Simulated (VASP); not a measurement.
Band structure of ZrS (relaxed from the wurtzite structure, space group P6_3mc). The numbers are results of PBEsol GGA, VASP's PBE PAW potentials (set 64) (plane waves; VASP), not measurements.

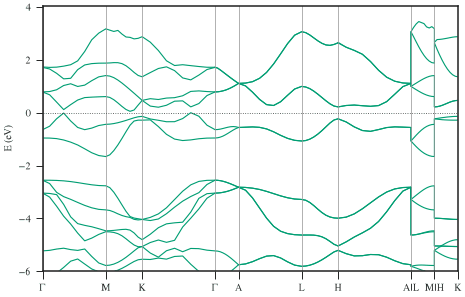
Bands along high-symmetry lines, zero at the valence-band maximum or, without a gap, the Fermi level

**Question.** Read the plot: is there a gap, and where are the band edges?

**Answer.** The gap is indirect, 0.05 eV, from the valence maximum at K-Γ at 0.67 to the conduction minimum at M-K at 0.67. (Edges off the drawn lines would not show.)

The structure was generated: ZrS was put into the wurtzite type (P6_3mc), which need not be its known phase. It was relaxed first, which changed the volume by -38 %.
